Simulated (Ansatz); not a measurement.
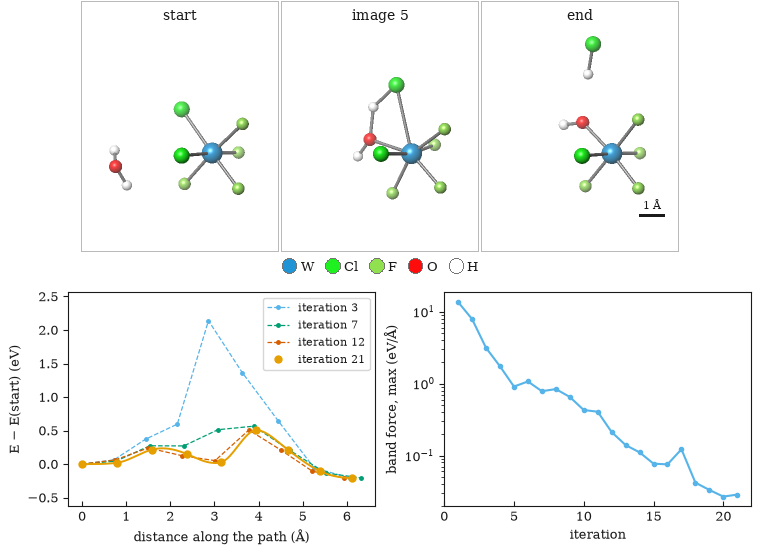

A nudged-elastic-band calculation for WH2OCl2F4, made up at the start of WCl₂F₄ and H2O. Images are numbered from 0 (start) to 8 (end). The plot follows the band through its iterations. Style: ball-and-stick. Shown at a tilt.

All numbers below come from Ansatz 0.2.0, RKS PBE/def2-SVP. Settings: 7 movable images; climbing image; force threshold 0.03 eV/Å; iteration limit 60; starting path through a guess of the saddle point.

Did the band converge, and can the barrier be trusted?

Answer. The run is converged, with reservations. The band converged in 21 iterations. The largest component of the band force went from 14 to 0.029 eV/Å. The climbing image converged on the top of the path. Its vibrational analysis gives one imaginary mode (476i cm⁻¹), as a transition state must have. The first iteration put the highest image at 8.30 eV. The highest point, image 5, lies 0.50 eV above the start and 0.71 eV above the end; the end is at −0.21 eV relative to the start. The profile has 2 maxima (images 2, 5) with a dip at image 4 (+0.03 eV), so the process runs in steps.

Limits of the set-up: the start holds two separate molecules, 2.3 Å apart at their closest, whose relative position is a soft coordinate and is computed without a dispersion correction.
